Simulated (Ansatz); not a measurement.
Two G0W0 runs on Ge3F2 (fluorine-terminated (110) film, 3 layers).

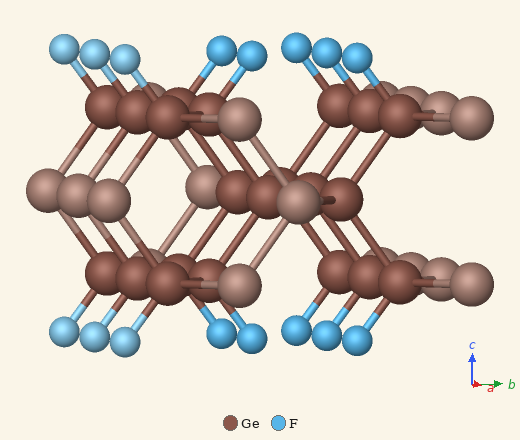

The structure (germanium brown, fluorine blue). 2×1×1 cells are drawn. Some periodic images of atoms are drawn too.

The cell holds 10 atoms: 6 Ge and 4 F. Its edges and angles: a = 4.001 Å, b = 5.658 Å, c = 36.800 Å, α = 90.0°, β = 90.0°, γ = 90.0°. It derives from Ge. Vacuum lies along c.

```xyz
10
Lattice="4.0008 0.0000 0.0000 0.0000 5.6580 0.0000 0.0000 0.0000 36.8000" Properties=species:S:1:pos:R:3
Ge    0.0000    0.0177   16.4073
Ge    0.0000    4.2400   18.4000
Ge    2.0004    2.8325   18.4000
Ge    2.0004    1.3968   16.4073
Ge    0.0000    0.0177   20.3927
Ge    2.0004    1.3968   20.3927
F     0.0000    4.6334   15.0110
F     2.0004    2.4391   15.0110
F     0.0000    4.6334   21.7890
F     2.0004    2.4391   21.7890
```

The structure was relaxed with PBEsol (ions only). The runs that relaxed it are not among those shown.

The first (Ansatz 0.2.0; start PBEsol, 4×4×1 mesh, 1228 empty bands, screening to 75 eV, PAW set soft_1 files; 1 × NVIDIA H100 80GB HBM3 (shared by 6 runs) with 3 threads of AMD EPYC 7R13 (Zen 3), shared host) gave, on its mesh: starting gap 0.61 eV, G0W0 gap 1.38 eV, mean of 1 + 4πα/V (set by the cell height) 5.15, 1.8 min.

Q: The second changes empty bands from 1228 to 496 and screening cutoff (eV) from 75.0 to 41. What does it give?

It gave: starting gap 0.61 eV, G0W0 gap 1.24 eV, mean of 1 + 4πα/V (set by the cell height) 5.29, 53 s. The G0W0 gap moves by −0.14 eV, +0.00 eV from the start and −0.14 eV from the correction. Σc changes by +0.28 eV at the valence top and +0.14 eV at the conduction bottom, and Σx − Vxc between them by −0.0002 eV.

Limits: not at the basis limit; coarse mesh for a sheet; no spin-orbit coupling.

[Paths, hosts, dates, memory and timing lines, banners, echoed tables and standing remarks are left out of the program output.]

[Logs are printed without paths, hosts, clocks, repeated set-up lines and the standing remarks that a program may print on its own settings, such as how far it seeks lower states.]

[Runs of the session that timed out or met a known fault of the program may be left out.]

[Cells called generated may have been cut or substituted from an entry of the Crystallography Open Database or the Materials Project.]

[Hosts, paths, dates, database ids (printed as entryN), source tags and the programs' standing remarks are cut or masked in the printed files.]
